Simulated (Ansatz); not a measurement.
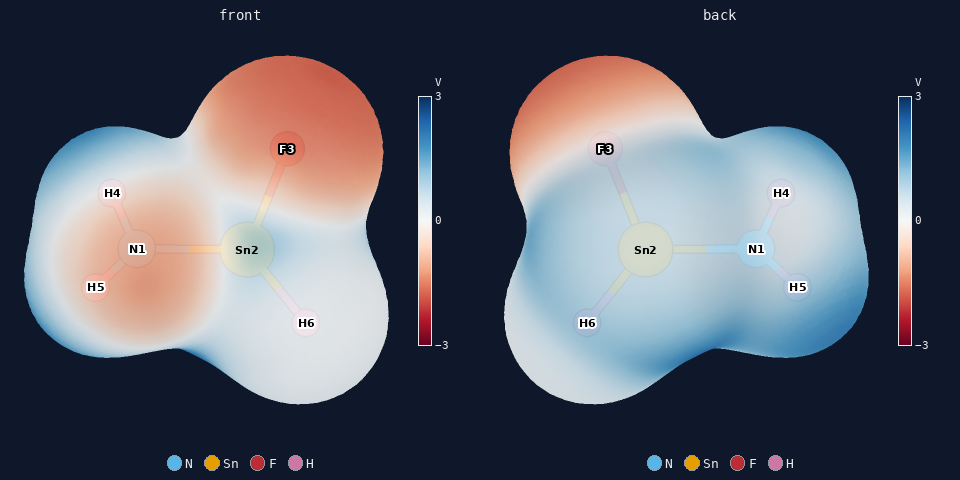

FH₃NSn (doublet). The electrostatic potential painted on the density surface at 0.002 e/bohr³, seen from the front and from behind; red is negative and blue positive.

Geometry: PBE0-D4/def2-TZVP; core potentials replace the inner electrons of Sn.

All numbers below come from Ansatz, UKS PBE0-D4/def2-TZVPP.

The calculation's input:

```
crystal:
  periodic: [false, false, false]
  atoms:
    - {symbol: N, position_ang: [-0.572282, 0.218575, -0.844468]}
    - {symbol: Sn, position_ang: [0.195965, -0.531838, 0.883017]}
    - {symbol: F, position_ang: [2.076089, -0.368673, 0.452629]}
    - {symbol: H, position_ang: [-0.046406, -0.061929, -1.664808]}
    - {symbol: H, position_ang: [-1.552872, 0.032098, -1.016517]}
    - {symbol: H, position_ang: [-0.058494, 0.647768, 2.143946]}
basis:
  gaussian: {orbitals: def2-TZVPP}
magnetization: {spin_polarized: true, initial_magnetization: 1}
hamiltonian: {xc: pbe0, dispersion: d4}
output: {orbitals: {seedname: orbitals}}
```

Run with:

```sh
ansatz run in.yaml --threads 2 --pin off --events-out ev --progress --plain --max-ram 32768MiB --backend cpu
```

**Which sites attract a positive test charge, and which a negative one?**

A positive charge is drawn to the negative regions and a negative charge to the positive ones. The most negative region (about −1.7 V) lies over F3, the most positive (about +2.1 V) over Sn2.
